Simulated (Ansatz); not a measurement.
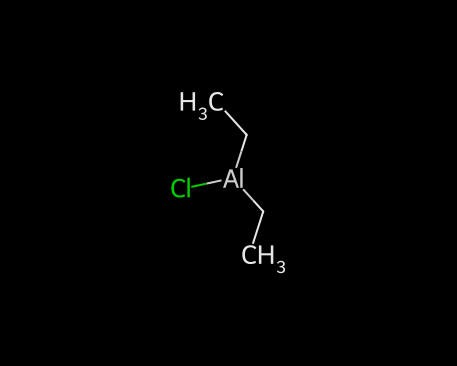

A structural formula.

Write the SMILES.

Answer. C[CH2][Al]([Cl])[CH2]C

What is the molecular formula?

Answer. C4H10AlCl.

An optimisation with PBE0-D4/def2-TZVP gave a structure of which point group?

Answer. Cs. Other conformers may differ.

The parts below concern this one geometry. Atoms keep their numbers from picture to picture. Computed geometry: PBE0-D4/def2-TZVP optimisation.

### Geometry

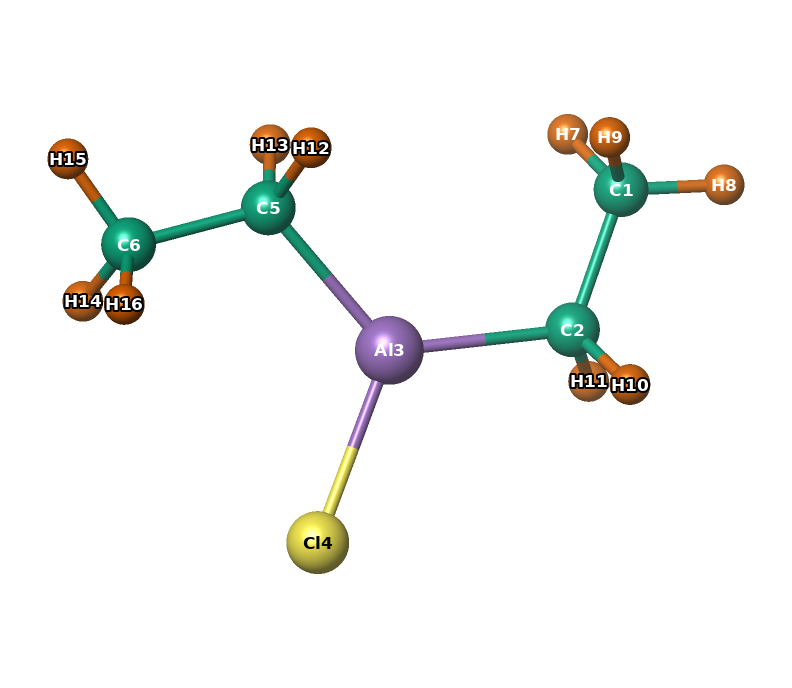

The atoms are numbered.

Describe the coordination of atom 2.

Answer. C2 has 4 neighbours (C1 at 1.53, Al3 at 1.95, H10 at 1.10, H11 at 1.10 Å); the arrangement is tetrahedral.

How are the neighbours of atom 5 arranged?

Answer. C5 has 4 neighbours (Al3 at 1.95, C6 at 1.53, H12 at 1.10, H13 at 1.10 Å); the arrangement is tetrahedral.

What is the geometry at C1?

Answer. C1 has 4 neighbours (C2 at 1.53, H7 at 1.09, H8 at 1.09, H9 at 1.09 Å); the arrangement is tetrahedral.

How are the neighbours of atom 3 arranged?

Answer. Al3 has 3 neighbours (C2 at 1.95, Cl4 at 2.12, C5 at 1.95 Å); the arrangement is trigonal planar.

What is the dihedral angle Cl4–Al3–C5–C6?

Answer. 0° in size, that is syn (eclipsed).

### Vibrations

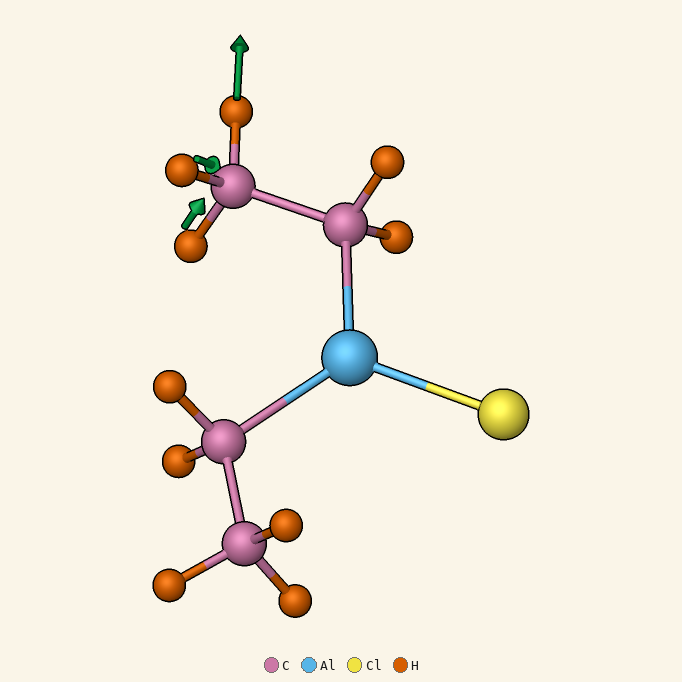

The arrows show one normal mode. Harmonic vibrations computed with RKS PBE0-D4/def2-TZVP (Ansatz 0.2.0) at a stationary point of the same level.

Describe the motion.

Answer. Mostly out-of-phase stretching of 3 C–H bonds.

At what wavenumber does it lie?

Answer. 3099 cm⁻¹; it is mode 39 of 42 counted from the lowest.

### Levels of theory compared

Program: Ansatz 0.2.0.

Tabulate HOMO energy (eV) at these levels: B3LYP-D4/def2-TZVPP; B97M-V/def2-TZVPP; BHLYP-D4/def2-TZVPP; PBE0-D4/def2-QZVPP; PBE0-D4/def2-TZVPP; SPW92 (LDA)/def2-TZVPP; ωB97M-V/def2-SVP; ωB97X-V/def2-TZVPP.

```tsv
level	HOMO energy (eV)
B3LYP-D4/def2-TZVPP	−7.11
B97M-V/def2-TZVPP	−6.40
BHLYP-D4/def2-TZVPP	−8.47
PBE0-D4/def2-QZVPP	−7.32
PBE0-D4/def2-TZVPP	−7.31
SPW92 (LDA)/def2-TZVPP	−6.18
ωB97M-V/def2-SVP	−9.45
ωB97X-V/def2-TZVPP	−9.65
```

### Dipole moment

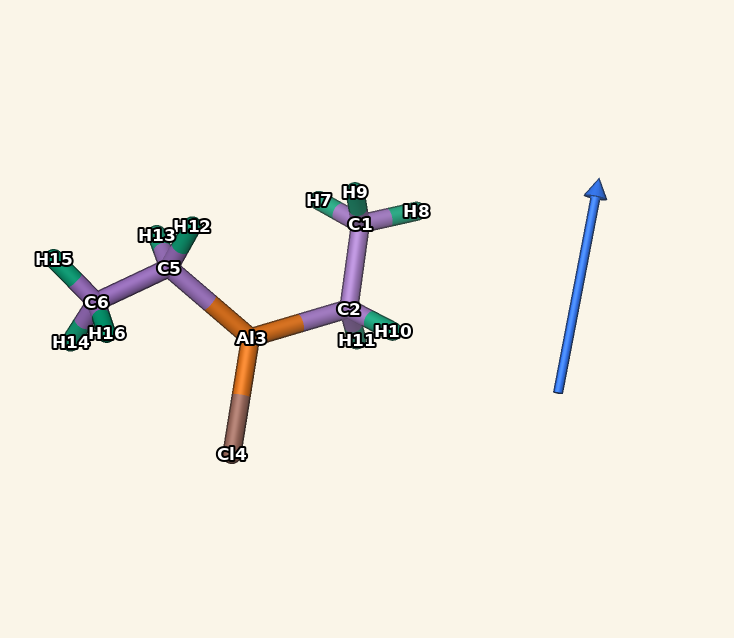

The arrow beside the molecule shows the direction of the dipole moment, from the negative to the positive end (its length means nothing). Method: RKS ωB97M-V/def2-TZVPP (Ansatz 0.2.0).

How large is the dipole moment?

Answer. 2.03 D; it points from the side of Cl4 to the side of H7, H8, H9 (the outermost atoms at the two ends).

### Charges

The questions are on Mulliken charges. Level of theory: RKS B3LYP-D4/def2-TZVPP (Ansatz 0.2.0).

Which atom carries the highest charge (most positive or least negative)?

Answer. Al3 (0.54 e).

And the lowest?

Answer. Cl4 (−0.29 e).

Give the Mulliken charges atom by atom.

| atom | value (e) |
| --- | --- |
| C1 | −0.24 |
| C2 | −0.27 |
| Al3 | 0.54 |
| Cl4 | −0.29 |
| C5 | −0.28 |
| C6 | −0.24 |
| H7 | 0.08 |
| H8 | 0.08 |
| H9 | 0.08 |
| H10 | 0.07 |
| H11 | 0.07 |
| H12 | 0.07 |
| H13 | 0.07 |
| H14 | 0.08 |
| H15 | 0.08 |
| H16 | 0.08 |

Mulliken values depend strongly on the basis set and can even reverse the polarity of a bond.
